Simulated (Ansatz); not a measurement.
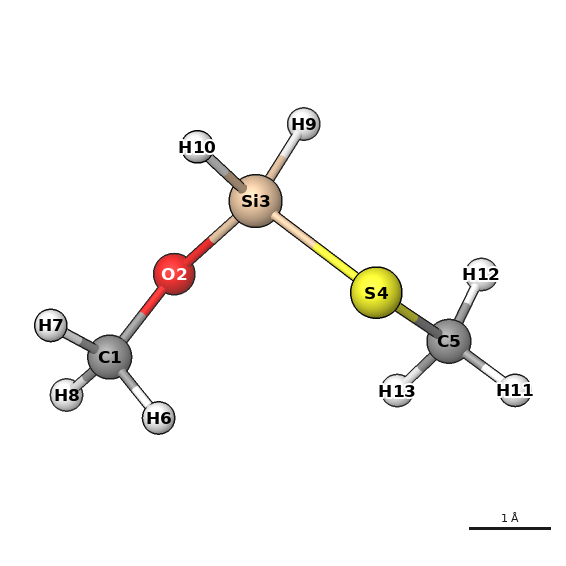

(Drawn from a calculation with Ansatz.)

The atoms are numbered. Charge +1, doublet. Geometry: the geometry of the neutral molecule.

Question: What is the geometry at Si3?

Answer: Si3 has 4 neighbours (O2 at 1.64, S4 at 2.12, H9 at 1.48, H10 at 1.49 Å); the arrangement is tetrahedral.

Question: Describe the coordination of atom 2.

Answer: O2 has 2 neighbours (C1 at 1.41, Si3 at 1.64 Å); the arrangement is bent.

Question: How are the neighbours of atom 1 arranged?

Answer: C1 has 4 neighbours (O2 at 1.41, H6 at 1.10, H7 at 1.10, H8 at 1.09 Å); the arrangement is tetrahedral.

Question: Describe the coordination of atom 4.

Answer: S4 has 2 neighbours (Si3 at 2.12, C5 at 1.82 Å); the arrangement is bent.

Question: What is the dihedral angle C1–O2–Si3–S4?

Answer: 61° in size, that is gauche.
